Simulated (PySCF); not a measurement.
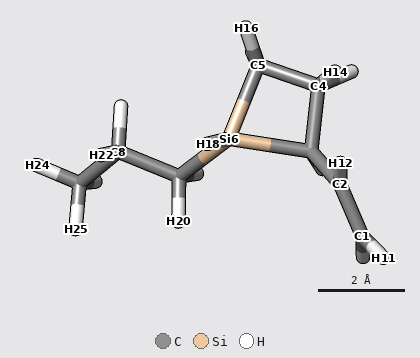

The input geometry (stick view, seen at a tilt; atoms are numbered from 1 in the order of the input).

Geometry relaxation, with input and output: C8H16Si (part 1 of 2)

The run: geometry relaxation of C8H16Si. Method and program: PBE0-D3(BJ)/def2-SVP geometry optimisation, gas phase (PySCF 2.14.0).

It belongs to a series of runs on one base structure; here: constitutional isomer.

## The input
```
{"job": {"xc": "PBE0", "basis": "def2-SVP", "d3": "d3bj", "grid": 1, "shake": 0.01, "kind": "geom"}, "charge": 0, "multiplicity": 1}
C     -3.191680    -1.836290    -0.925410
C     -2.793100    -0.570150    -0.791840
C     -1.881450    -0.098090     0.251070
C     -2.108730     1.312640     0.824670
C     -0.716260     1.878110     0.863740
Si    -0.102400     0.494180    -0.280010
C      1.400150    -0.565790     0.244400
C      2.730670     0.178940     0.067080
C      3.901530    -0.699570     0.465640
H     -2.917880    -2.590870    -0.234550
H     -3.874250    -2.110440    -1.723410
H     -3.096390     0.193230    -1.490150
H     -1.839900    -0.826040     1.050730
H     -2.774840     1.880370     0.138290
H     -2.652400     1.286670     1.793540
H     -0.645000     2.929280     0.542640
H     -0.295350     1.856430     1.877790
H     -0.012080     0.883620    -1.685780
H      1.290860    -0.883260     1.287760
H      1.389940    -1.470470    -0.346420
H      2.698180     1.069600     0.686950
H      2.825550     0.477370    -0.974280
H      3.828410    -1.024610     1.457910
H      4.832830    -0.156350     0.328140
H      3.955990    -1.596440    -0.189720
```

The first line tells a small driver script what to run in PySCF; the rest is the geometry in Å.

Run on 1 CPU thread, shared host.

Launch command:
```bash
OMP_NUM_THREADS=1 python <driver script> task.json out
```

## Output
```
step   0  E = -603.13520527  max force = 0.046128
step   1  E = -603.14569334  max force = 0.010915
step   2  E = -603.14612567  max force = 0.003543
step   3  E = -603.14614834  max force = 0.005314
step   4  E = -603.14633210  max force = 0.002291
step   5  E = -603.14640759  max force = 0.000883
step   6  E = -603.14647384  max force = 0.000944
step   7  E = -603.14653039  max force = 0.001313
step   8  E = -603.14652628  max force = 0.000777
step   9  E = -603.14655768  max force = 0.000544
step  10  E = -603.14658082  max force = 0.000305
step  11  E = -603.14659232  max force = 0.000388
optimisation converged
```

## Trajectory as extended XYZ (Å, eV, eV/Å), 12 frames, from step=0 to step=11
```
25
Properties=species:S:1:pos:R:3:forces:R:3 step=0 energy=-16412.14489
C    -3.1917   -1.8363   -0.9254   -0.7137   1.0144  -0.9399
C    -2.7931   -0.5702   -0.7918    0.1354  -0.5965   0.3749
C    -1.8815   -0.0981    0.2511    0.4899   0.2335  -0.4462
C    -2.1087    1.3126    0.8247   -1.4437  -0.1985  -0.1046
C    -0.7163    1.8781    0.8637    0.9799   1.1372   0.2223
Si   -0.1024    0.4942   -0.2800   -0.2588  -0.6523   1.3654
C     1.4002   -0.5658    0.2444   -0.3173   1.1822  -0.1063
C     2.7307    0.1789    0.0671   -0.5134  -1.1374   0.3309
C     3.9015   -0.6996    0.4656    0.0587   0.3352  -2.3720
H    -2.9179   -2.5909   -0.2346    0.4177  -0.9448   0.8847
H    -3.8742   -2.1104   -1.7234   -0.0923  -0.1842  -0.2638
H    -3.0964    0.1932   -1.4902   -0.3645   0.3346  -0.6231
H    -1.8399   -0.8260    1.0507    0.3044  -0.5177   0.5020
H    -2.7748    1.8804    0.1383    0.2552  -0.0645   0.1277
H    -2.6524    1.2867    1.7935    0.2050   0.0930  -0.1633
H    -0.6450    2.9293    0.5426    0.0893  -0.0137  -0.0550
H    -0.2954    1.8564    1.8778    0.2156  -0.1615   0.0853
H    -0.0121    0.8836   -1.6858    0.0678   0.1417  -0.6569
H     1.2909   -0.8833    1.2878   -0.1736  -0.0040   0.2420
H     1.3899   -1.4705   -0.3464    0.0140  -0.7031  -0.4923
H     2.6982    1.0696    0.6869    0.1425   0.6080   0.2006
H     2.8255    0.4774   -0.9743    0.1495   0.3244  -0.4408
H     3.8284   -1.0246    1.4579   -0.1256  -0.6157   2.0111
H     4.8328   -0.1563    0.3281    0.5283   0.1604   0.0816
H     3.9560   -1.5964   -0.1897   -0.0503   0.2295   0.2358
25
Properties=species:S:1:pos:R:3:forces:R:3 step=1 energy=-16412.43029
C    -3.4979   -1.4607   -0.8401    0.1111  -0.3853   0.2812
C    -2.9948   -0.2287   -0.7605   -0.0256   0.3330  -0.1267
C    -2.0458    0.2833    0.2563    0.0847  -0.1784   0.0836
C    -2.2919    1.7160    0.8104    0.1938   0.0395   0.0974
C    -0.8499    2.2827    0.9509   -0.1157  -0.1018  -0.0583
Si   -0.3009    0.9128   -0.2424    0.0840   0.0533  -0.0983
C     1.2463   -0.0964    0.1353   -0.1685  -0.2027   0.0230
C     2.5626    0.6526   -0.0525   -0.0227   0.2054  -0.0665
C     3.7815   -0.1751    0.3118   -0.0202  -0.2066   0.5613
H    -3.2380   -2.2306   -0.0942   -0.0819   0.1701  -0.1793
H    -4.1668   -1.7595   -1.6483   -0.0470   0.0065  -0.0462
H    -3.2900    0.5055   -1.5286    0.0431  -0.0939   0.0481
H    -1.9463   -0.4446    1.0839    0.0446   0.0778  -0.0386
H    -2.8379    2.2974    0.0583   -0.1441   0.1108  -0.1347
H    -2.8917    1.7444    1.7349   -0.0216  -0.0166  -0.0039
H    -0.7352    3.3445    0.6963    0.0253   0.0271  -0.0319
H    -0.4461    2.1357    1.9631    0.0366  -0.0591   0.0730
H    -0.2514    1.3458   -1.6817   -0.0527   0.0397   0.0734
H     1.1600   -0.4557    1.1775    0.0182   0.0000  -0.0101
H     1.2293   -1.0080   -0.4960   -0.0080   0.1021   0.0526
H     2.5487    1.5762    0.5577    0.0213  -0.0582  -0.0602
H     2.6512    0.9887   -1.1027   -0.0292   0.0088   0.0684
H     3.7257   -0.5148    1.3740    0.0470   0.1434  -0.4262
H     4.7190    0.3876    0.1932    0.0147   0.0390  -0.0251
H     3.8488   -1.0794   -0.3102    0.0126  -0.0539  -0.0561
25
Properties=species:S:1:pos:R:3:forces:R:3 step=2 energy=-16412.44205
C    -3.4563   -1.4725   -0.8130   -0.1111  -0.0350  -0.1298
C    -2.9835   -0.2229   -0.7759    0.0517  -0.1427   0.1822
C    -2.0404    0.2941    0.2440    0.0128   0.0767  -0.0677
C    -2.2929    1.7271    0.8002    0.0460   0.0506   0.0158
C    -0.8513    2.2832    0.9585   -0.0409   0.0219   0.0040
Si   -0.3015    0.9298   -0.2474    0.0535   0.0184  -0.0356
C     1.2286   -0.0972    0.1288   -0.0502  -0.0675   0.0419
C     2.5490    0.6522   -0.0444    0.0062   0.0149  -0.0208
C     3.7671   -0.1875    0.3094    0.0008  -0.0626   0.1194
H    -3.1911   -2.2163   -0.0528    0.0139   0.0684  -0.0067
H    -4.1245   -1.8033   -1.6117   -0.0115  -0.0120  -0.0175
H    -3.2839    0.4875   -1.5597    0.0200  -0.0478   0.0182
H    -1.9356   -0.4313    1.0702    0.0249   0.0373  -0.0029
H    -2.8416    2.3165    0.0459    0.0072  -0.0146   0.0107
H    -2.8993    1.7462    1.7210   -0.0232   0.0043  -0.0076
H    -0.7257    3.3476    0.7158    0.0197  -0.0022   0.0057
H    -0.4528    2.1164    1.9728   -0.0096  -0.0278  -0.0053
H    -0.2527    1.3881   -1.6754   -0.0298   0.0313   0.0161
H     1.1372   -0.4718    1.1649    0.0001   0.0098  -0.0071
H     1.2079   -0.9954   -0.5159    0.0099   0.0171  -0.0043
H     2.5404    1.5655    0.5770    0.0016  -0.0087   0.0023
H     2.6365    1.0054   -1.0871    0.0028   0.0052   0.0073
H     3.7179   -0.5379    1.3564    0.0008   0.0432  -0.0883
H     4.7033    0.3797    0.1935    0.0035   0.0048  -0.0196
H     3.8335   -1.0836   -0.3287    0.0010   0.0169  -0.0106
25
Properties=species:S:1:pos:R:3:forces:R:3 step=3 energy=-16412.44267
C    -3.4670   -1.4928   -0.8218    0.0575   0.2220   0.0187
C    -2.9663   -0.2525   -0.7556   -0.0736  -0.0630  -0.0659
C    -2.0264    0.2944    0.2538   -0.1339  -0.0852  -0.1077
C    -2.2895    1.7345    0.7938   -0.1082   0.0088  -0.0460
C    -0.8506    2.2889    0.9592    0.0244   0.0752   0.0404
Si   -0.2976    0.9399   -0.2462    0.0217  -0.0326   0.0204
C     1.2221   -0.0958    0.1336    0.0597   0.0574   0.0326
C     2.5439    0.6556   -0.0384    0.0201  -0.1217   0.0166
C     3.7653   -0.1870    0.3070    0.0127   0.0857  -0.2733
H    -3.2302   -2.2386   -0.0626    0.0354  -0.1424   0.1089
H    -4.1304   -1.8012   -1.6359    0.0486   0.0395   0.0409
H    -3.2502    0.4512   -1.5469   -0.0191   0.0810  -0.0815
H    -1.9082   -0.4143    1.0898    0.0422  -0.0102   0.0747
H    -2.8432    2.3177    0.0322    0.1054  -0.0865   0.0842
H    -2.9012    1.7545    1.7114   -0.0174   0.0163  -0.0143
H    -0.7183    3.3535    0.7172    0.0033  -0.0242   0.0300
H    -0.4556    2.1147    1.9754   -0.0367  -0.0002  -0.0550
H    -0.2586    1.4091   -1.6682   -0.0096   0.0157  -0.0262
H     1.1299   -0.4741    1.1677   -0.0149   0.0148  -0.0013
H     1.1998   -0.9876   -0.5155    0.0154  -0.0514  -0.0450
H     2.5396    1.5646    0.5862   -0.0131   0.0302   0.0485
H     2.6261    1.0158   -1.0776    0.0214   0.0044  -0.0394
H     3.7273   -0.5371    1.3439   -0.0269  -0.0630   0.2215
H     4.6981    0.3858    0.1826   -0.0077  -0.0222  -0.0077
H     3.8299   -1.0795   -0.3388   -0.0065   0.0515   0.0259
25
Properties=species:S:1:pos:R:3:forces:R:3 step=4 energy=-16412.44767
C    -3.4569   -1.4901   -0.8126   -0.0090   0.0707   0.0029
C    -2.9688   -0.2461   -0.7633   -0.0154  -0.0319  -0.0017
C    -2.0300    0.2966    0.2477   -0.0699  -0.0109  -0.0823
C    -2.2930    1.7343    0.7920   -0.0446  -0.0155   0.0136
C    -0.8541    2.2889    0.9614    0.0067   0.0459   0.0065
Si   -0.2986    0.9427   -0.2481    0.0197  -0.0246   0.0220
C     1.2221   -0.0949    0.1296    0.0365   0.0273   0.0040
C     2.5452    0.6542   -0.0381    0.0069  -0.0543   0.0048
C     3.7643   -0.1904    0.3056    0.0090   0.0446  -0.1178
H    -3.2099   -2.2285   -0.0453    0.0176  -0.0552   0.0394
H    -4.1198   -1.8123   -1.6203    0.0192   0.0105   0.0130
H    -3.2574    0.4545   -1.5581   -0.0013   0.0284  -0.0291
H    -1.9127   -0.4148    1.0830    0.0321   0.0067   0.0364
H    -2.8434    2.3183    0.0330    0.0547  -0.0334   0.0204
H    -2.9063    1.7521    1.7086   -0.0171   0.0153  -0.0114
H    -0.7216    3.3538    0.7235    0.0049  -0.0071   0.0225
H    -0.4617    2.1118    1.9768   -0.0200  -0.0081  -0.0203
H    -0.2576    1.4165   -1.6693   -0.0108   0.0125  -0.0128
H     1.1276   -0.4762    1.1623   -0.0118   0.0098   0.0000
H     1.2006   -0.9855   -0.5234    0.0083  -0.0216  -0.0189
H     2.5407    1.5615    0.5906   -0.0089   0.0090   0.0259
H     2.6305    1.0178   -1.0766    0.0115   0.0027  -0.0164
H     3.7226   -0.5448    1.3451   -0.0129  -0.0265   0.0936
H     4.6985    0.3802    0.1849   -0.0019  -0.0121  -0.0050
H     3.8281   -1.0797   -0.3428   -0.0035   0.0176   0.0108
25
Properties=species:S:1:pos:R:3:forces:R:3 step=5 energy=-16412.44972
C    -3.4518   -1.4949   -0.7989   -0.0182   0.0060  -0.0073
C    -2.9681   -0.2491   -0.7668    0.0039  -0.0253   0.0283
C    -2.0310    0.2990    0.2417   -0.0176   0.0252  -0.0454
C    -2.2981    1.7355    0.7861   -0.0074  -0.0265   0.0337
C    -0.8602    2.2897    0.9665   -0.0001   0.0123  -0.0165
Si   -0.2982    0.9495   -0.2492    0.0080  -0.0185   0.0279
C     1.2234   -0.0909    0.1238    0.0186   0.0134  -0.0254
C     2.5485    0.6560   -0.0357   -0.0002  -0.0024   0.0002
C     3.7649   -0.1935    0.3014    0.0009   0.0131  -0.0193
H    -3.2001   -2.2265   -0.0241    0.0042   0.0024   0.0025
H    -4.1123   -1.8287   -1.6028   -0.0016  -0.0050  -0.0016
H    -3.2574    0.4445   -1.5688    0.0038  -0.0023  -0.0003
H    -1.9106   -0.4092    1.0802    0.0247   0.0101   0.0102
H    -2.8399    2.3194    0.0236    0.0178   0.0028  -0.0207
H    -2.9193    1.7535    1.6974   -0.0149   0.0119  -0.0108
H    -0.7255    3.3558    0.7370    0.0025   0.0032   0.0165
H    -0.4753    2.1055    1.9827   -0.0037  -0.0131   0.0016
H    -0.2574    1.4332   -1.6679   -0.0098   0.0063  -0.0003
H     1.1249   -0.4784    1.1537   -0.0059   0.0027   0.0022
H     1.2032   -0.9773   -0.5363   -0.0016  -0.0036   0.0015
H     2.5439    1.5576    0.6023   -0.0011  -0.0036   0.0062
H     2.6374    1.0286   -1.0713   -0.0006   0.0037   0.0007
H     3.7201   -0.5565    1.3404    0.0009  -0.0058   0.0139
H     4.7013    0.3741    0.1854   -0.0007  -0.0021  -0.0006
H     3.8260   -1.0771   -0.3540   -0.0020  -0.0049   0.0028
25
Properties=species:S:1:pos:R:3:forces:R:3 step=6 energy=-16412.45153
C    -3.4460   -1.5062   -0.7765   -0.0101  -0.0373   0.0016
C    -2.9637   -0.2601   -0.7694    0.0078  -0.0079   0.0300
C    -2.0298    0.3020    0.2332    0.0223   0.0485  -0.0110
C    -2.3057    1.7380    0.7726    0.0156  -0.0285   0.0395
C    -0.8698    2.2888    0.9768   -0.0010  -0.0067  -0.0325
Si   -0.2970    0.9609   -0.2492   -0.0062  -0.0131   0.0324
C     1.2254   -0.0831    0.1141    0.0038   0.0090  -0.0431
C     2.5527    0.6622   -0.0304   -0.0045   0.0278   0.0007
C     3.7656   -0.1970    0.2925   -0.0050  -0.0103   0.0417
H    -3.1908   -2.2211    0.0143   -0.0142   0.0230  -0.0282
H    -4.1040   -1.8583   -1.5743   -0.0119  -0.0122  -0.0060
H    -3.2513    0.4199   -1.5843    0.0082  -0.0182   0.0192
H    -1.9026   -0.3979    1.0785    0.0124   0.0084  -0.0103
H    -2.8305    2.3218   -0.0004   -0.0040   0.0228  -0.0428
H    -2.9442    1.7585    1.6720   -0.0129   0.0092  -0.0089
H    -0.7301    3.3573    0.7633    0.0003   0.0102   0.0126
H    -0.4991    2.0900    1.9950    0.0065  -0.0168   0.0140
H    -0.2577    1.4627   -1.6623   -0.0071  -0.0006   0.0069
H     1.1212   -0.4834    1.1385    0.0005  -0.0055   0.0030
H     1.2064   -0.9608   -0.5584   -0.0072   0.0075   0.0160
H     2.5491    1.5518    0.6249    0.0040  -0.0107  -0.0091
H     2.6452    1.0529   -1.0594   -0.0074   0.0042   0.0117
H     3.7188   -0.5762    1.3275    0.0096   0.0101  -0.0396
H     4.7048    0.3671    0.1842    0.0015   0.0052   0.0043
H     3.8218   -1.0702   -0.3764   -0.0010  -0.0179  -0.0021
```
